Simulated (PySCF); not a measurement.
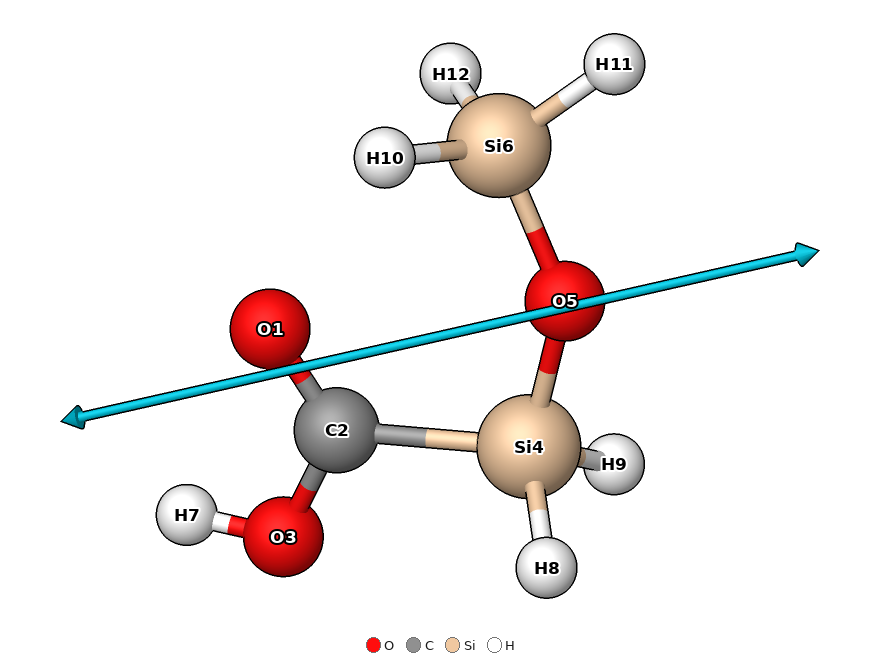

The double arrow shows the direction of the transition dipole to excited singlet state 5 (its length means nothing). Computed geometry: PBE0-D3(BJ)/def2-SVP optimisation. No frequency run is at hand to confirm it as a minimum. Level of theory: TDDFT B3LYP/def2-SVPD, vertical, gas phase, core orbitals frozen in the response (PySCF 2.14.0).

**Where does the transition lie, and how strong is it?**

6.93 eV (179 nm), oscillator strength 0.10, mainly HOMO → LUMO+2 (weight 0.93); transition dipole 1.95 D.
